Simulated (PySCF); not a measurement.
**C5H7FOSi: density, localisation and related maps**

```yaml
atoms:
  - { symbol: F, position_ang: [-3.4205, 0.5361, 1.0260] }
  - { symbol: C, position_ang: [-2.1882, 0.3560, 0.5386] }
  - { symbol: C, position_ang: [-1.1359, 1.1577, 0.7199] }
  - { symbol: C, position_ang: [0.0159, 0.5843, -0.0628] }
  - { symbol: O, position_ang: [1.1897, 0.4890, 0.6694] }
  - { symbol: Si, position_ang: [2.5528, -0.3455, 0.3964] }
  - { symbol: C, position_ang: [-0.5573, -0.6976, -0.6119] }
  - { symbol: C, position_ang: [-1.8490, -0.7910, -0.2867] }
  - { symbol: H, position_ang: [-1.0710, 2.0604, 1.2929] }
  - { symbol: H, position_ang: [0.1968, 1.2494, -0.9290] }
  - { symbol: H, position_ang: [2.3253, -1.7907, 0.4728] }
  - { symbol: H, position_ang: [3.1027, -0.0435, -0.9302] }
  - { symbol: H, position_ang: [3.3515, 0.1815, 1.4888] }
  - { symbol: H, position_ang: [0.0327, -1.3776, -1.1958] }
  - { symbol: H, position_ang: [-2.5498, -1.5605, -0.5527] }
```

Geometry: GFN2-xTB.

These are results of PBE0/def2-SVPD, SCF density, gas phase (PySCF), not measurements.

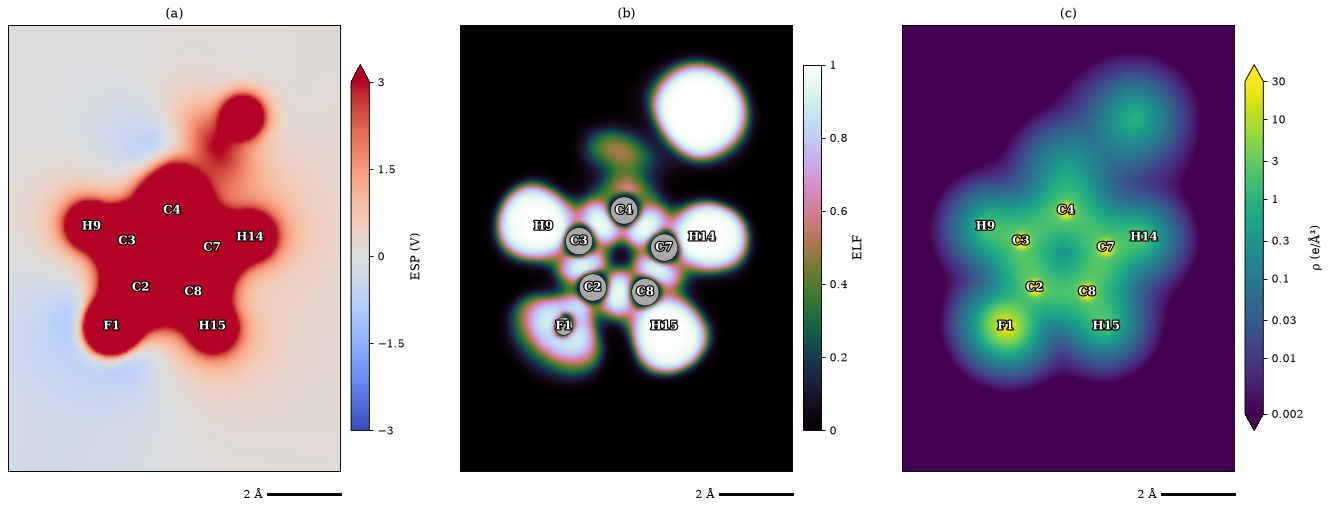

Figure 1. (a) electrostatic potential; (b) ELF; (c) electron density on the plane of atoms C8, C7 and H14. Grey discs cover the atomic cores in the ELF map.

Interpret the plot.

Answer. The plane passes through F, C and H nuclei.
C–C (1.34 Å): the density is about 2.3 e/Å³ at the midpoint; the ELF peaks at about 0.90 between the atoms; a short, multiple covalent bond.
C–F (1.34 Å): the density is about 2.3 e/Å³ at the midpoint; the ELF peaks at about 0.85 between the atoms, as expected for a polar covalent bond.
C–H (1.07 Å): ρ at the midpoint is about 2 e/Å³; the ELF climbs to about 1 towards the hydrogen, as it does in any bond to H (an ordinary covalent bond to hydrogen).
C–C (1.45 Å): the density is about 1.9 e/Å³ at the midpoint; the ELF peaks at about 0.95 between the atoms: a covalent bond.
C–C (1.51 Å): ρ is about 1.7 e/Å³ halfway; the ELF peaks at about 0.95 between the atoms, as expected for localised, covalent bonding.
The ELF also peaks beside F1, away from the bonds: lone-pair regions.
Outside the dense part of the molecule the potential is most negative (−0.8 V) near F1.

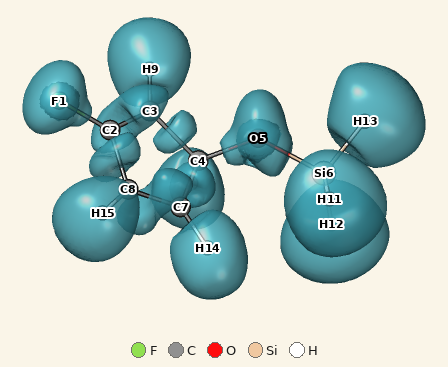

Figure 2. Isosurface of the electron localisation function at 0.75 (cyan), seen at a tilt. Core shells and regions of very low density are left out.

What do the ELF domains correspond to?

Answer. The ELF exceeds this value in five regions between bonded C–C atoms (shared pairs), seven regions around hydrogen nuclei, one region on F in which the atom's valence shell and bonds are merged and one region on O in which the atom's valence shell and bonds are merged.

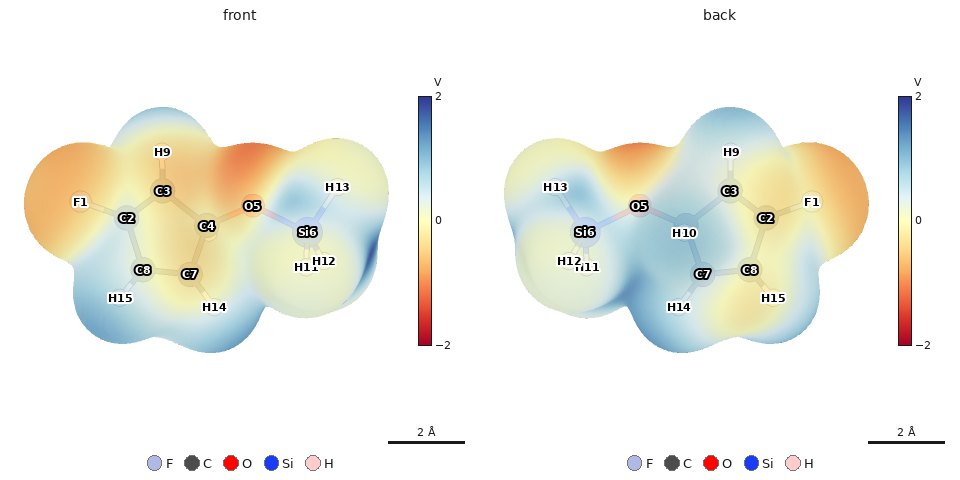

Figure 3. The electrostatic potential painted on the density surface at 0.002 e/bohr³, seen from the front and from behind; the colour scale runs from red (negative) to blue (positive).

Which sites attract a positive test charge, and which a negative one?

Answer. A positive charge is drawn to the negative regions and a negative charge to the positive ones. The most negative region (about −1.1 V) lies over O5, the most positive (about +1.5 V) over Si6. O5 is the likeliest acceptor of a hydrogen bond.

What dipole moment does the calculation give?

Answer. Its dipole moment is 1.88 D.
